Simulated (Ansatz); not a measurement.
**CH2Cl2 (dichloromethane) at r2SCAN/STO-3G**

What is the vertical ionisation energy of CH2Cl2 (dichloromethane) at r2SCAN/STO-3G? 

The results are computed with Ansatz 0.2.0.

56 further runs of the same task are left out: 4 that didn't finish, 52 set aside as unsound or not needed.

## (1) The structure to begin with

The species is CH2Cl2 (5 atoms), meant as a singlet with charge 0. As SMILES, `ClCCl`. The shape is that of a PBE0-D4/def2-TZVP optimisation.

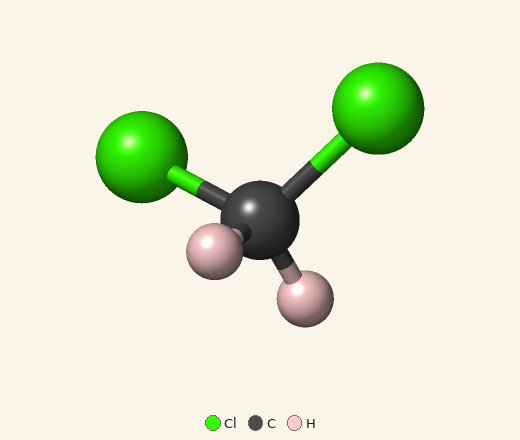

Viewed from a chosen angle; chlorine green, carbon dark grey, hydrogen pink.

## (2) The energy at r2SCAN/STO-3G

input.yaml

```yaml
basis:
  gaussian:
    orbitals: STO-3G
crystal:
  periodic: [false, false, false]
  atoms:
    - symbol: Cl
      position_ang: [1.630750, -0.338670, 0.265360]
    - symbol: C
      position_ang: [-0.101090, -0.082670, 0.062890]
    - symbol: Cl
      position_ang: [-0.474220, 1.284450, -0.984760]
    - symbol: H
      position_ang: [-0.525010, -0.976700, -0.384090]
    - symbol: H
      position_ang: [-0.530410, 0.113600, 1.040610]
accuracy: high
hamiltonian:
  xc: {name: r2SCAN}
```

Command:

```
ansatz run input.yaml --threads 1 --pin off --max-ram 3480MiB --events-out events.jsonl --progress --plain --runs-dir runs
```

What it wrote:

```text
Warning: RAYON_NUM_THREADS=1 ignored (pool sized by the plan → 1); use --threads N
Functional definition: r2SCAN
  name "r2SCAN"
  parameter k0 = 0.174
  parameter k1 = 0.065
  parameter a1 = 4.9479
  exchange = r2scan_x(k0 = k0, k1 = k1, a1 = a1)
  correlation = r2scan_c
457 factors; integrals over basis functions are off by at most 2.8e-9 eV
mean field evaluation 1: about -25826.4722 eV, gradient 2.2e1 eV
mean field evaluation 2: about -25824.5411 eV, gradient 3.4e1 eV
mean field evaluation 4: about -25828.0794 eV, gradient 1.7e-1 eV
mean field evaluation 8: about -25828.0580 eV, gradient 4.4e-4 eV
mean field evaluation 16: about -25828.0580 eV, gradient 6.8e-9 eV
mean field -25828.05795251 eV, -949.1636228684 hartree, gradient 6.8e-9 eV, S^2 0.000000; 0 other end points of the search recorded, 0 dependent functions left out
reference -25828.05795282 eV, -949.1636228797 hartree; 21, 21 occupied and 4, 4 virtual orbitals, 457 factors
Total energy: -25828.05795282 eV, -949.1636228797 hartree
```

Run time: 2.4 s. Hardware: 1 thread of Intel Xeon Platinum 8375C at 2.90GHz (Ice Lake), shared host; peak memory 0.16 GiB.

## (3) The doublet cation, same level

run.yaml

```yaml
crystal:
  periodic: [false, false, false]
  atoms:
    - symbol: Cl
      position_ang: [1.630750, -0.338670, 0.265360]
    - symbol: C
      position_ang: [-0.101090, -0.082670, 0.062890]
    - symbol: Cl
      position_ang: [-0.474220, 1.284450, -0.984760]
    - symbol: H
      position_ang: [-0.525010, -0.976700, -0.384090]
    - symbol: H
      position_ang: [-0.530410, 0.113600, 1.040610]
basis:
  gaussian: {orbitals: STO-3G}
accuracy: high
magnetization: {spin_polarized: true, initial_magnetization: 1}
hamiltonian: {xc: {name: r2SCAN}}
total_charge: 1
```

Command:

```
ansatz run run.yaml --threads 1 --pin off --max-ram 3480MiB --events-out events.jsonl --progress --plain --runs-dir runs
```

What it wrote (excerpt; [...] marks lines left out):

```text
Warning: RAYON_NUM_THREADS=1 ignored (pool sized by the plan → 1); use --threads N
[... 7 set-up lines as earlier in the session ...]
457 factors; integrals over basis functions are off by at most 2.8e-9 eV
mean field evaluation 1: about -25817.4016 eV, gradient 9.1e0 eV
mean field evaluation 2: about -25816.4696 eV, gradient 1.6e1 eV
mean field evaluation 4: about -25818.0464 eV, gradient 1.1e-1 eV
mean field evaluation 8: about -25818.0226 eV, gradient 2.8e-2 eV
mean field evaluation 16: about -25818.0226 eV, gradient 4.0e-7 eV
mean field evaluation 32: about -25817.2953 eV, gradient 8.7e-5 eV
mean field evaluation 64: about -25817.9159 eV, gradient 1.7e0 eV
mean field -25818.02263160 eV, -948.7948316269 hartree, gradient 1.4e-8 eV, S^2 0.750737; 10 other end points of the search recorded, 0 dependent functions left out
reference -25818.02263221 eV, -948.7948316493 hartree; 21, 20 occupied and 4, 5 virtual orbitals, 457 factors
Total energy: -25818.02263221 eV, -948.7948316493 hartree
```

It took 21 s on 1 thread of Intel Xeon Platinum 8375C at 2.90GHz (Ice Lake), shared host; peak memory 0.26 GiB.

## (4) Summary of results

Level: r2SCAN/STO-3G.

| quantity | value |
| --- | --- |
| singlet CH2Cl2: total energy | -949.16362 Eh |
| doublet cation: total energy | -948.79483 Eh |
| doublet cation: ⟨S²⟩ | 0.751 |
| vertical ionisation energy (to the doublet cation) | 10.035 eV |

In words: Removing an electron at fixed nuclei costs 10.04 eV (968 kJ/mol). In a minimal basis such a difference can be off by several eV, whatever the method.
